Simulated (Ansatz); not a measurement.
Run report: SiH₅Cl, phonon calculation

The run: phonon calculation of SiH₅Cl. Method and program: RKS B3LYP/def2-TZVP (Ansatz 0.2.0).

It belongs to a series of runs on one base structure; here: vibrations at the highest image of the band. Figures and captions count atoms from 1; the log counts them from 0 in places.

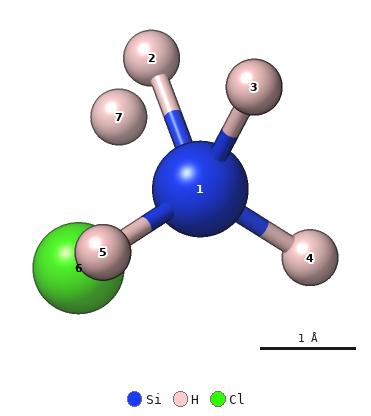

Figure 1. The structure (ball-and-stick view, seen at a tilt; atoms are numbered from 1 in the order of the input).

## Input
```yaml
crystal:
  periodic: [false, false, false]
  atoms:
    - { symbol: Si, position_ang: [-0.170743, 0.0, -0.0412] }
    - { symbol: H, position_ang: [0.023911, -1.0e-06, 1.662736] }
    - { symbol: H, position_ang: [1.31923, 1.0e-06, 0.035535] }
    - { symbol: H, position_ang: [-0.537876, 1.283512, -0.648863] }
    - { symbol: H, position_ang: [-0.537875, -1.283511, -0.648863] }
    - { symbol: Cl, position_ang: [-2.494506, 1.0e-06, 0.988594] }
    - { symbol: H, position_ang: [-0.860843, -1.0e-06, 1.64126] }
basis:
  gaussian: { orbitals: def2-TZVP }
hamiltonian:
  xc: b3lyp
phonons: {}
```

Launched with:
```bash
ansatz run input.yaml --threads 2 --pin off --max-ram 3072MiB --backend cpu --events-out ev --progress --plain --runs-dir out
```

## Log
```
Engine: ansatz 0.2.0, aarch64-unknown-linux-gnu
Functional definition: B3LYP
  parameter a0 = 0.2
  parameter ax = 0.72
  parameter ac = 0.81
  exchange = (1 - a0 - ax)*slater_x + ax*b88_x + a0*exact_x
  correlation = (1 - ac)*vwn_rpa_c + ac*lyp_c
744 factors; their error is unknown
mean field evaluation 1: about -20481.0264 eV, gradient 1.6e1 eV
mean field evaluation 2: about -20481.0021 eV, gradient 1.8e1 eV
mean field evaluation 4: about -20481.6874 eV, gradient 9.6e-1 eV
mean field evaluation 8: about -20481.7419 eV, gradient 1.1e-1 eV
mean field evaluation 16: about -20481.7419 eV, gradient 5.4e-5 eV
mean field -20481.74188236 eV, -752.6901311533 hartree, gradient 5.4e-5 eV, S^2 0.000000; 0 other end points of the search recorded, 0 dependent functions left out
the calculation of the forces begins
reference -20481.74212013 eV, -752.6901398912 hartree; 18, 18 occupied and 86, 86 virtual orbitals, 744 factors
these checks for a lower state are left out or cut short: stability, starts, cluster_reference, orbital_swaps, neighbouring_geometries, increment
744 factors; their error is unknown
mean field -20481.74181829 eV, -752.6901287991 hartree, gradient 2.6e-6 eV, S^2 0.000000; 0 other end points of the search recorded, 0 dependent functions left out
[... from here on the field's lines of each further geometry are left out, up to the last ...]
the calculation of the forces begins
reference -20481.74210846 eV, -752.6901394623 hartree; 18, 18 occupied and 86, 86 virtual orbitals, 744 factors
these checks for a lower state are left out or cut short: stability, starts, cluster_reference, orbital_swaps, neighbouring_geometries, increment
744 factors; their error is unknown
mean field -20481.74187045 eV, -752.6901307157 hartree, gradient 2.9e-6 eV, S^2 0.000000; 0 other end points of the search recorded, 0 dependent functions left out
the calculation of the forces begins
reference -20481.74210822 eV, -752.6901394535 hartree; 18, 18 occupied and 86, 86 virtual orbitals, 744 factors
WARN: phonons: modes at or below zero, which the zero-point energy, F, S and C_V leave out: 1, the lowest at -880.94 cm⁻¹. A minimum has none, and a first-order saddle one
Total energy: -20481.74212013 eV, -752.6901398912 hartree
Atom 0 at    -0.170743     0.000000    -0.041200 Å, force    -0.000244    -0.000000    -0.000000 eV/Å
Atom 1 at     0.023911    -0.000001     1.662736 Å, force     0.000120    -0.000000     0.000141 eV/Å
Atom 2 at     1.319230     0.000001     0.035535 Å, force     0.000021     0.000000     0.000001 eV/Å
Atom 3 at    -0.537876     1.283512    -0.648863 Å, force     0.000032    -0.000010     0.000005 eV/Å
Atom 4 at    -0.537875    -1.283511    -0.648863 Å, force     0.000032     0.000010     0.000005 eV/Å
Atom 5 at    -2.494506     0.000001     0.988594 Å, force    -0.000053     0.000000    -0.000082 eV/Å
Atom 6 at    -0.860843    -0.000001     1.641260 Å, force     0.000091     0.000000    -0.000071 eV/Å
Dipole moment:     0.646430     0.000000    -0.088345 e Å
Vibrations: -880.94 144.97 357.67 623.71 647.80 868.25 935.95 957.20 1046.55 1086.99 1481.05 2162.86 2280.40 2322.16 2492.54 cm⁻¹, zero-point energy 1.079165 eV
```

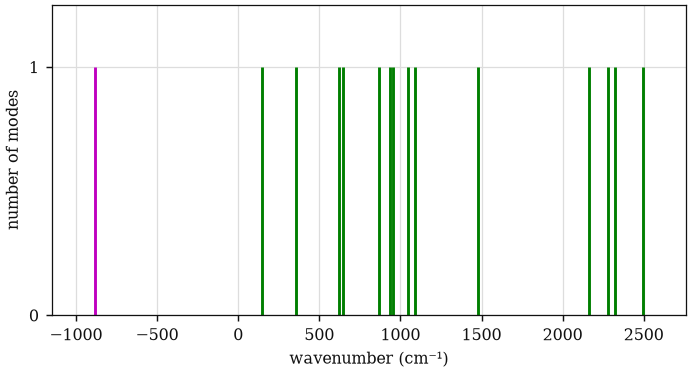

Figure 2. Harmonic vibrational wavenumbers from the force constants; neighbouring modes closer than 15 cm⁻¹ are counted in one stick, and imaginary ones are drawn at negative wavenumbers. 15 modes from 881i to 2493 cm⁻¹, 1 imaginary beyond 8i (881i cm⁻¹): a first-order saddle point, if the geometry is stationary.

## Results in brief

- outcome: converged
- total energy: −20481.7421 eV
- mean-field energy: −20481.7421 eV
- largest force (length of the vector): under 0.001 eV/Å
- hardware: 2 threads of Arm Neoverse N1, 98 GiB of memory available, shared host
- wall time: 39 s (CPU time 75 s)
- peak memory: 0.16 GiB
